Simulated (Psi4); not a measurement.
# C2F2 (SMILES FC#CF): wB97X-V/cc-pVTZ

What is the vertical ionisation energy of C2F2 at wB97X-V/cc-pVTZ? 

The results are computed with Psi4 1.11.

## 1. Starting point

C2F2: 4 atoms, total charge 0, spin state singlet. As SMILES, `FC#CF`. The shape is that of a PBE0-D4/def2-TZVP optimisation.

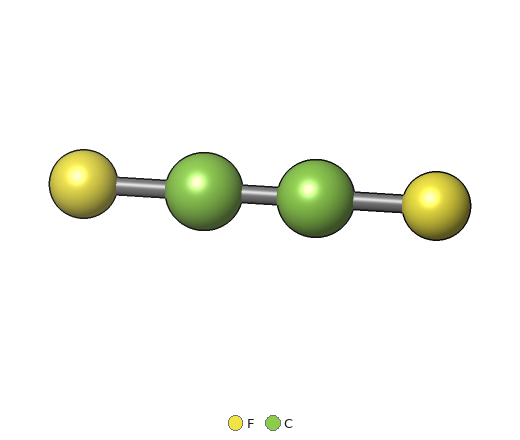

Viewed from a chosen angle; fluorine yellow, carbon green.

## 2. The energy at wB97X-V/cc-pVTZ

Input file job.py:

```python
import psi4

psi4.set_memory('1600 MB')
psi4.set_num_threads(1)
psi4.set_output_file('c2f2.out', False)

geom = psi4.geometry("""
0 1
F     -0.25775864     0.24188494     3.50128456
C     -0.06368377     0.05706973     1.10208828
C      0.11602918    -0.11413946    -1.12136348
F      0.31010406    -0.29895467    -3.52055977
units bohr
symmetry c1
no_reorient
no_com
""")

psi4.set_options({
    'basis': 'cc-pVTZ',
    'puream': True,
    'e_convergence': 1e-09,
    'd_convergence': 1e-08,
    'scf_type': 'pk',
    'dft_radial_points': 99,
    'dft_spherical_points': 590,
})

e_tot, wfn = psi4.energy("wb97x-v", return_wfn=True)
print(f'wb97x-v energy: {e_tot:.10f} Eh')
```

The run is started by

```
$ python job.py
```

c2f2.out (excerpt; [...] marks lines left out):

```text
[...]
  Running in c1 symmetry.
[...]
  Nuclear repulsion =   95.510997052494560
[...]
  Multiplicity = 1
[...]
  Nalpha       = 15
  Nbeta        = 15
[...]
    Number of basis functions: 120
[...]
   @RKS iter   1:  -275.70534146710867   -4.28700e-01   3.21931e-03 ADIIS/DIIS
[...]
   @RKS iter   9:  -275.75921182977396   -2.31921e-11   5.23535e-09 DIIS
[...]
    Orbital Energies [Eh]
    ---------------------
    Doubly Occupied:
       1A    -24.840309     2A    -24.840307     3A    -10.371222
       4A    -10.368429     5A     -1.429261     6A     -1.427676
       7A     -0.917761     8A     -0.763088     9A     -0.728498
      10A     -0.649787    11A     -0.649787    12A     -0.625602
      13A     -0.625602    14A     -0.388755    15A     -0.388755
[...]
  @RKS Final Energy:  -275.75921182977396
   => Energetics <=
    Nuclear Repulsion Energy =             95.5109970524945595
    One-Electron Energy =                -569.2596087381882626
    Two-Electron Energy =                 220.5345395793567036
    DFT Exchange-Correlation Energy =     -22.6698135161012928
    Empirical Dispersion Energy =           0.0000000000000000
    VV10 Nonlocal Energy =                  0.1246737926643635
    Total Energy =                       -275.7592118297739603
[...]
 Multipole Moments:
 ------------------------------------------------------------------------------------
     Multipole            Electronic (a.u.)      Nuclear  (a.u.)        Total (a.u.)
 ------------------------------------------------------------------------------------
 L = 1.  Multiply by 2.5417464519 to convert [e a0] to [Debye]
 Dipole X            :         -0.7851812            0.7851812           -0.0000000
 Dipole Y            :          0.8560460           -0.8560460            0.0000000
 Dipole Z            :          0.2891281           -0.2891281            0.0000000
 Magnitude           :                                                    0.0000000
[...]
```

Standard output:

```text
wb97x-v energy: -275.7592118298 Eh
```

Wall time 34 s (1 thread of Intel Xeon Platinum 8488C (Sapphire Rapids), shared host); peak memory 0.93 GiB.

## 3. The doublet cation

Input file c2f2.dat:

```
memory 1.6 GB

molecule {
  1 2
  F     -0.136400     0.128000     1.852800
  C     -0.033700     0.030200     0.583200
  C      0.061400    -0.060400    -0.593400
  F      0.164100    -0.158200    -1.863000
  symmetry c1
}

set {
  basis cc-pVTZ
  reference uks
  puream true
  e_convergence 1e-09
  d_convergence 1e-08
  scf_type pk
  dft_radial_points 99
  dft_spherical_points 590
  maxiter 200
}

energy('wb97x-v')
```

The run is started by

```
$ psi4 -i c2f2.dat -o c2f2.out -n 1
```

c2f2.out (excerpt; [...] marks lines left out):

```text
[...]
  Running in c1 symmetry.
[...]
  Nuclear repulsion =   95.510996951943397
[...]
  Multiplicity = 2
[...]
  Nalpha       = 15
  Nbeta        = 14
[...]
    Number of basis functions: 120
[...]
   @UKS iter   1:  -275.31416790089486   -3.75263e-02   2.44436e-03 ADIIS/DIIS
[...]
   @UKS iter  11:  -275.35202108914280   -4.30873e-11   6.36454e-09 DIIS
[...]
   @S^2 Observed:                7.521791855E-01
[...]
    Orbital Energies [Eh]
    ---------------------
    Alpha Occupied:
       1A    -25.164461     2A    -25.164459     3A    -10.752516
       4A    -10.749649     5A     -1.739728     6A     -1.737722
       7A     -1.299031     8A     -1.066847     9A     -1.040230
      10A     -0.973193    11A     -0.956096    12A     -0.935493
      13A     -0.922381    14A     -0.750538    15A     -0.724472
    Alpha Virtual:
      16A     -0.175346    17A     -0.160304    18A     -0.138213
      19A     -0.109618    20A      0.095913    21A      0.102115
      22A      0.107481    23A      0.167739    24A      0.208245
      25A      0.217004    26A      0.277780    27A      0.338331
[...]
  @UKS Final Energy:  -275.35202108914280
   => Energetics <=
    Nuclear Repulsion Energy =             95.5109969519433974
    One-Electron Energy =                -559.5727006086628990
    Two-Electron Energy =                 211.0394088671701525
    DFT Exchange-Correlation Energy =     -22.4515974455771037
    Empirical Dispersion Energy =           0.0000000000000000
    VV10 Nonlocal Energy =                  0.1218711459836281
    Total Energy =                       -275.3520210891427951
[...]
 Multipole Moments:
 ------------------------------------------------------------------------------------
     Multipole            Electronic (a.u.)      Nuclear  (a.u.)        Total (a.u.)
 ------------------------------------------------------------------------------------
 L = 1.  Multiply by 2.5417464519 to convert [e a0] to [Debye]
 Dipole X            :         -0.0000000            0.0000000           -0.0000000
 Dipole Y            :         -0.0000000           -0.0000000           -0.0000000
 Dipole Z            :          0.0000000           -0.0000000            0.0000000
 Magnitude           :                                                    0.0000000
[...]
```

It took 45 s on 1 thread of Intel Xeon Platinum 8488C (Sapphire Rapids), shared host; peak memory 0.94 GiB.

## 4. Outcome

Level: wB97X-V/cc-pVTZ.

| quantity | value |
| --- | --- |
| singlet C2F2: total energy | -275.75921 Eh |
| singlet C2F2: dipole moment | 0.00 D |
| singlet C2F2: HOMO energy | -10.58 eV |
| singlet C2F2: LUMO energy | 3.61 eV |
| singlet C2F2: HOMO–LUMO gap | 14.19 eV |
| doublet cation: total energy | -275.35202 Eh |
| doublet cation: HOMO energy (highest over α and β) | -19.44 eV |
| doublet cation: LUMO energy (lowest over α and β) | -11.60 eV |
| doublet cation: ⟨S²⟩ | 0.752 |
| vertical ionisation energy (to the doublet cation) | 11.080 eV |

What this shows: Removing an electron at fixed nuclei costs 11.08 eV (1069 kJ/mol). The negative HOMO energy of the first species, 10.58 eV, lies 0.50 eV below that difference.
